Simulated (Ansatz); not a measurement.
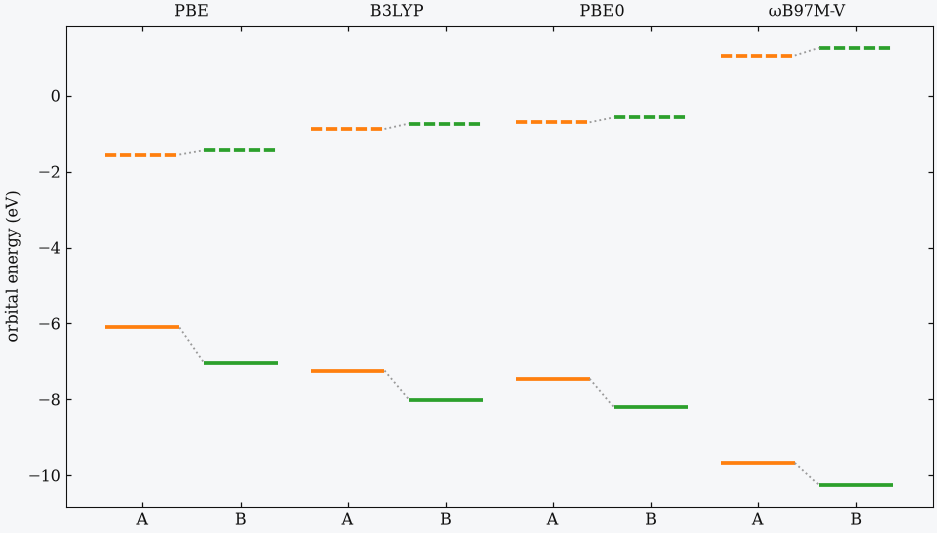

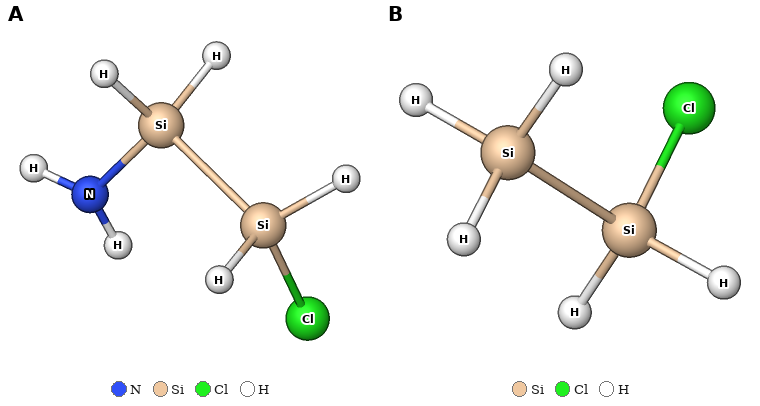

One change: A, Si₂NH₆Cl (SMILES N[SiH2][SiH2]Cl), becomes B, Si₂H₅Cl (SMILES [SiH3][SiH2]Cl). NH₂ on Si is replaced by H. HOMO (solid) and LUMO (dashed) computed in def2-TZVPP at PBE0-D4/def2-TZVP geometries, both minima by their frequencies, gas phase, the Ansatz code. Empty levels above zero depend strongly on the basis.

What does the change do to HOMO and LUMO?

PBE: the HOMO falls by 0.92 eV, the LUMO rises by 0.11 eV, and the separation goes from 4.56 to 5.59 eV. B3LYP: the HOMO falls by 0.76 eV, the LUMO rises by 0.14 eV, and the separation goes from 6.36 to 7.27 eV. PBE0: the HOMO falls by 0.76 eV, the LUMO rises by 0.13 eV, and the separation goes from 6.76 to 7.64 eV. ωB97M-V: the HOMO falls by 0.59 eV, the LUMO rises by 0.20 eV, and the separation goes from 10.73 to 11.52 eV.

Do the functionals agree on the effect?

They agree on the direction for both levels; the HOMO shift lies between −0.92 and −0.59 eV and the LUMO shift between 0.11 and 0.20 eV, while the separations themselves differ by up to 6.2 eV between functionals.

Note: one conformer of each flexible molecule.
